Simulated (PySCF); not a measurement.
H3FSeSi, SMILES [SeH][SiH2]F at its CAM-B3LYP/def2-SVP optimised geometry (Å):

```
6

F      1.8236    -0.7456     0.0000
Si     0.2056    -0.7456     0.0000
Se    -0.3936     1.4487     0.0000
H     -0.2657    -1.4487     1.2172
H     -0.2635    -1.4483    -1.2180
H     -1.8236     1.1038    -0.0063
```

Method: CAM-B3LYP/def2-TZVP in PySCF. Cells within 0.4 Å of a nucleus heavier than hydrogen are left out (blank, or x).

Map of the deformation density (molecule minus spherical neutral atoms) (e/bohr³) on the plane z = 0.0 Å:

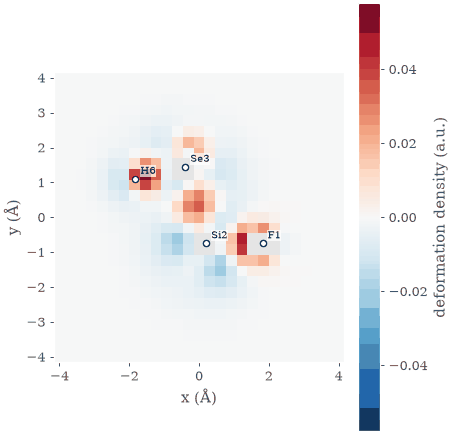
Fig. 1. Deformation density (molecule minus spherical neutral atoms) (e/bohr³) on the plane z = 0.0 Å.
